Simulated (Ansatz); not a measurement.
**Molecular dynamics, with input and output: CH5Al2F (part 2 of 2)**

The same run, continued: CH5Al2F, SMILES [CH3][AlH][AlH][F]; RKS PBE/def2-SVP (Ansatz 0.2.0). The geometry comes from this level: PBE0-D4/def2-TZVP.

Geometry of the input (Å):
```
C  -0.3019  0.9458  -1.4654
Al -0.3056  -0.6523  -0.3344
Al 0.5686  -0.6839  2.1126
F  2.1984  -0.9554  2.2955
H  0.1627  0.7275  -2.4328
H  -1.3349  1.2430  -1.6818
H  0.2078  1.8062  -1.0282
H  -0.8985  -1.9920  -0.9716
H  -0.2083  -0.4852  3.4890
```

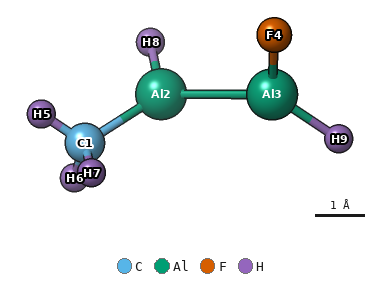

Figure 1. The geometry at step 13 of the log (ball-and-stick view, seen at a tilt; atoms are numbered from 1 in the order of the input).

Trajectory as extended XYZ, continued:
```
9
Properties=species:S:1:pos:R:3:forces:R:3 step=6 time_fs=6.0 energy=-17011.49594 temperature=166.6
C    -0.2843    0.9297   -1.4491   -0.5167   0.9974  -1.1762
Al   -0.3124   -0.6505   -0.3414    0.1978  -0.8495   0.2505
Al    0.5781   -0.6670    2.1369   -1.5489   0.1144  -0.9117
F     2.1868   -0.9679    2.2697    1.4693  -0.2270   0.3098
H     0.1654    0.7603   -2.4849   -0.0163   0.1801   0.9238
H    -1.3444    1.2101   -1.7295    0.2670  -0.2318   0.2292
H     0.1074    1.8674   -0.9696    0.1459  -0.4650  -0.3255
H    -0.7646   -2.0789   -1.0503    0.0524   0.4207   0.1975
H    -0.2999   -0.5333    3.4381   -0.0505   0.0607   0.5026
9
Properties=species:S:1:pos:R:3:forces:R:3 step=7 time_fs=7.0 energy=-17011.49242 temperature=162.7
C    -0.2834    0.9299   -1.4475   -0.3230   0.6824  -1.4225
Al   -0.3133   -0.6511   -0.3423    0.2591  -0.8558   0.2579
Al    0.5781   -0.6640    2.1398   -1.6826   0.1144  -0.7311
F     2.1873   -0.9704    2.2659    1.4240  -0.2164   0.3184
H     0.1749    0.7673   -2.4890   -0.0999   0.1868   1.1079
H    -1.3363    1.1973   -1.7301    0.0114  -0.1613   0.1511
H     0.0933    1.8626   -0.9699    0.2663  -0.2145  -0.1864
H    -0.7409   -2.0831   -1.0589    0.0339   0.4223   0.2059
H    -0.3216   -0.5387    3.4510    0.1108   0.0420   0.2988
9
Properties=species:S:1:pos:R:3:forces:R:3 step=8 time_fs=8.0 energy=-17011.49618 temperature=166.5
C    -0.2828    0.9307   -1.4469   -0.1749   0.3252  -1.4218
Al   -0.3142   -0.6519   -0.3431    0.3274  -0.8095   0.2725
Al    0.5775   -0.6610    2.1423   -1.7695   0.1026  -0.5402
F     2.1886   -0.9729    2.2623    1.3347  -0.1974   0.3207
H     0.1835    0.7761   -2.4825   -0.0884   0.1470   1.0335
H    -1.3280    1.1830   -1.7293   -0.2890  -0.0734   0.0538
H     0.0818    1.8559   -0.9721    0.3828   0.0924  -0.0084
H    -0.7168   -2.0833   -1.0655    0.0056   0.3862   0.1968
H    -0.3422   -0.5437    3.4668    0.2713   0.0268   0.0931
9
Properties=species:S:1:pos:R:3:forces:R:3 step=9 time_fs=9.0 energy=-17011.50315 temperature=173.9
C    -0.2823    0.9317   -1.4475   -0.1297   0.0436  -1.1555
Al   -0.3149   -0.6531   -0.3437    0.3998  -0.7147   0.2974
Al    0.5762   -0.6580    2.1447   -1.7939   0.0775  -0.3649
F     2.1905   -0.9756    2.2588    1.2043  -0.1700   0.3172
H     0.1912    0.7863   -2.4661    0.0219   0.0679   0.7051
H    -1.3225    1.1679   -1.7279   -0.5377   0.0095  -0.0355
H     0.0739    1.8500   -0.9744    0.4534   0.3557   0.1557
H    -0.6926   -2.0798   -1.0702   -0.0303   0.3138   0.1697
H    -0.3603   -0.5485    3.4834    0.4122   0.0167  -0.0892
9
Properties=species:S:1:pos:R:3:forces:R:3 step=10 time_fs=10.0 energy=-17011.50854 temperature=179.5
C    -0.2819    0.9328   -1.4491   -0.2391  -0.0510  -0.6381
Al   -0.3155   -0.6545   -0.3443    0.4733  -0.5794   0.3338
Al    0.5743   -0.6550    2.1469   -1.7493   0.0394  -0.2209
F     2.1931   -0.9784    2.2555    1.0378  -0.1348   0.3086
H     0.1991    0.7971   -2.4430    0.2209  -0.0381   0.1651
H    -1.3222    1.1530   -1.7269   -0.6349   0.0683  -0.0914
H     0.0703    1.8475   -0.9751    0.4407   0.4745   0.2500
H    -0.6688   -2.0733   -1.0733   -0.0714   0.2090   0.1260
H    -0.3744   -0.5531    3.4992    0.5221   0.0122  -0.2332
9
Properties=species:S:1:pos:R:3:forces:R:3 step=11 time_fs=11.0 energy=-17011.50832 temperature=179.4
C    -0.2817    0.9338   -1.4511   -0.4916   0.0714   0.0198
Al   -0.3160   -0.6561   -0.3447    0.5445  -0.4151   0.3808
Al    0.5717   -0.6519    2.1491   -1.6371  -0.0102  -0.1161
F     2.1962   -0.9812    2.2523    0.8417  -0.0929   0.2958
H     0.2091    0.8076   -2.4183    0.4585  -0.1475  -0.4574
H    -1.3279    1.1387   -1.7268   -0.5315   0.0974  -0.1046
H     0.0710    1.8496   -0.9735    0.3346   0.4045   0.2455
H    -0.6456   -2.0648   -1.0751   -0.1146   0.0794   0.0685
H    -0.3835   -0.5575    3.5127    0.5954   0.0130  -0.3323
9
Properties=species:S:1:pos:R:3:forces:R:3 step=12 time_fs=12.0 energy=-17011.50455 temperature=175.9
C    -0.2819    0.9349   -1.4531   -0.7676   0.3276   0.5797
Al   -0.3162   -0.6578   -0.3451    0.6100  -0.2371   0.4337
Al    0.5686   -0.6488    2.1512   -1.4629  -0.0693  -0.0537
F     2.1997   -0.9841    2.2493    0.6239  -0.0456   0.2798
H     0.2235    0.8166   -2.3980    0.6237  -0.2265  -0.9279
H    -1.3387    1.1254   -1.7276   -0.2627   0.1069  -0.0878
H     0.0749    1.8555   -0.9695    0.1611   0.1883   0.1574
H    -0.6236   -2.0555   -1.0764   -0.1560  -0.0626   0.0030
H    -0.3868   -0.5619    3.5231    0.6307   0.0182  -0.3842
9
Properties=species:S:1:pos:R:3:forces:R:3 step=13 time_fs=13.0 energy=-17011.50587 temperature=177.5
C    -0.2827    0.9362   -1.4547   -0.8888   0.5783   0.7891
Al   -0.3162   -0.6597   -0.3452    0.6660  -0.0630   0.4845
Al    0.5650   -0.6458    2.1533   -1.2347  -0.1356  -0.0355
F     2.2035   -0.9870    2.2464    0.3925   0.0055   0.2615
H     0.2439    0.8235   -2.3865    0.5879  -0.2484  -1.0160
H    -1.3520    1.1131   -1.7293    0.0741   0.1138  -0.0648
H     0.0803    1.8632   -0.9641   -0.0327  -0.0771   0.0321
H    -0.6030   -2.0468   -1.0776   -0.1920  -0.2006  -0.0623
H    -0.3842   -0.5661    3.5298    0.6278   0.0270  -0.3886
9
Properties=species:S:1:pos:R:3:forces:R:3 step=14 time_fs=14.0 energy=-17011.51369 temperature=185.4
C    -0.2843    0.9380   -1.4556   -0.7587   0.7184   0.5896
Al   -0.3160   -0.6615   -0.3452    0.7091   0.0886   0.5219
Al    0.5609   -0.6428    2.1554   -0.9612  -0.2069  -0.0623
F     2.2076   -0.9899    2.2437    0.1558   0.0587   0.2416
H     0.2699    0.8281   -2.3848    0.3136  -0.2148  -0.6911
H    -1.3647    1.1018   -1.7316    0.3747   0.1306  -0.0553
H     0.0854    1.8702   -0.9583   -0.2020  -0.2982  -0.0820
H    -0.5843   -2.0401   -1.0794   -0.2188  -0.3151  -0.1171
H    -0.3755   -0.5700    3.5328    0.5875   0.0387  -0.3454
9
Properties=species:S:1:pos:R:3:forces:R:3 step=15 time_fs=15.0 energy=-17011.51796 temperature=189.7
C    -0.2864    0.9404   -1.4561   -0.4323   0.7100   0.1567
Al   -0.3156   -0.6634   -0.3450    0.7366   0.2014   0.5348
Al    0.5564   -0.6399    2.1575   -0.6514  -0.2811  -0.1344
F     2.2117   -0.9928    2.2411   -0.0788   0.1124   0.2205
H     0.2989    0.8305   -2.3897   -0.1002  -0.1525  -0.1509
H    -1.3737    1.0919   -1.7345    0.5663   0.1611  -0.0693
H     0.0886    1.8744   -0.9533   -0.3177  -0.4160  -0.1512
H    -0.5676   -2.0363   -1.0823   -0.2340  -0.3881  -0.1512
H    -0.3613   -0.5735    3.5325    0.5115   0.0526  -0.2549
9
Properties=species:S:1:pos:R:3:forces:R:3 step=16 time_fs=16.0 energy=-17011.51306 temperature=184.7
C    -0.2889    0.9434   -1.4564   -0.0372   0.5592  -0.2800
Al   -0.3148   -0.6651   -0.3446    0.7466   0.2656   0.5151
Al    0.5518   -0.6371    2.1595   -0.3153  -0.3560  -0.2499
F     2.2158   -0.9956    2.2386   -0.3048   0.1651   0.1983
H     0.3269    0.8315   -2.3961   -0.5043  -0.0903   0.3606
H    -1.3773    1.0834   -1.7380    0.6146   0.2023  -0.1091
H     0.0888    1.8746   -0.9497   -0.3663  -0.4068  -0.1582
H    -0.5532   -2.0363   -1.0866   -0.2366  -0.4072  -0.1571
H    -0.3421   -0.5766    3.5297    0.4033   0.0681  -0.1197
9
Properties=species:S:1:pos:R:3:forces:R:3 step=17 time_fs=17.0 energy=-17011.50468 temperature=176.0
C    -0.2914    0.9468   -1.4570    0.3238   0.2911  -0.5810
Al   -0.3138   -0.6668   -0.3440    0.7383   0.2795   0.4616
Al    0.5470   -0.6344    2.1614    0.0346  -0.4295  -0.4018
F     2.2197   -0.9984    2.2362   -0.5168   0.2155   0.1751
H     0.3502    0.8317   -2.3990   -0.7919  -0.0446   0.6973
H    -1.3750    1.0769   -1.7425    0.5171   0.2477  -0.1719
H     0.0854    1.8708   -0.9477   -0.3474  -0.2742  -0.0996
H    -0.5411   -2.0402   -1.0925   -0.2273  -0.3699  -0.1326
H    -0.3190   -0.5790    3.5258    0.2697   0.0845   0.0529
9
Properties=species:S:1:pos:R:3:forces:R:3 step=18 time_fs=18.0 energy=-17011.50040 temperature=171.4
C    -0.2937    0.9504   -1.4580    0.5899  -0.0506  -0.6943
Al   -0.3126   -0.6684   -0.3433    0.7122   0.2507   0.3792
Al    0.5422   -0.6319    2.1632    0.3817  -0.4993  -0.5747
F     2.2233   -1.0010    2.2339   -0.7105   0.2622   0.1510
H     0.3658    0.8314   -2.3952   -0.9136  -0.0214   0.8097
H    -1.3678    1.0728   -1.7487    0.2996   0.2895  -0.2503
H     0.0787    1.8645   -0.9466   -0.2737  -0.0482   0.0132
H    -0.5312   -2.0476   -1.0996   -0.2086  -0.2838  -0.0815
H    -0.2934   -0.5806    3.5224    0.1230   0.1009   0.2475
9
Properties=species:S:1:pos:R:3:forces:R:3 step=19 time_fs=19.0 energy=-17011.50198 temperature=172.9
C    -0.2954    0.9540   -1.4596    0.7129  -0.3946  -0.5991
Al   -0.3110   -0.6698   -0.3424    0.6695   0.1932   0.2778
Al    0.5376   -0.6295    2.1648    0.7051  -0.5631  -0.7426
F     2.2266   -1.0035    2.2316   -0.8829   0.3043   0.1261
H     0.3727    0.8309   -2.3836   -0.8506  -0.0226   0.6918
H    -1.3577    1.0714   -1.7573    0.0201   0.3199  -0.3292
H     0.0694    1.8577   -0.9453   -0.1715   0.2113   0.1495
H    -0.5232   -2.0577   -1.1075   -0.1834  -0.1647  -0.0120
H    -0.2666   -0.5812    3.5213   -0.0191   0.1163   0.4377
9
Properties=species:S:1:pos:R:3:forces:R:3 step=20 time_fs=20.0 energy=-17011.50572 temperature=176.6
C    -0.2966    0.9573   -1.4616    0.6382  -0.6453  -0.2795
Al   -0.3093   -0.6712   -0.3414    0.6124   0.1232   0.1683
Al    0.5332   -0.6274    2.1661    0.9821  -0.6184  -0.8708
F     2.2295   -1.0058    2.2295   -1.0321   0.3410   0.1006
H     0.3714    0.8302   -2.3655   -0.5976  -0.0491   0.3531
H    -1.3475    1.0731   -1.7691   -0.2346   0.3312  -0.3857
H     0.0584    1.8529   -0.9427   -0.0779   0.4196   0.2598
H    -0.5170   -2.0694   -1.1156   -0.1550  -0.0316   0.0655
H    -0.2400   -0.5807    3.5245   -0.1356   0.1294   0.5888
```

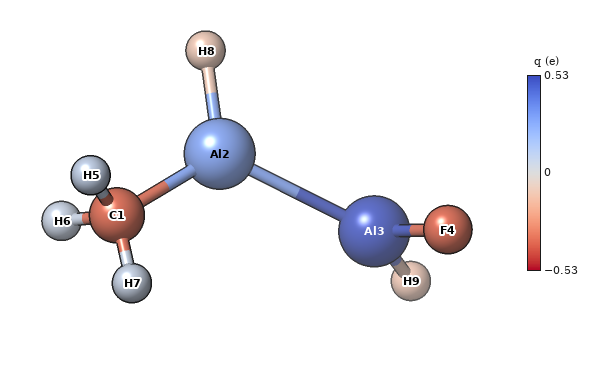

Figure 2. Mulliken charges, as the colour of each atom (ball-and-stick view, seen at a tilt; atoms are numbered from 1 in the order of the input). By element: C −0.36, Al +0.29 to +0.51, F −0.36 and H −0.15 to +0.07 e.
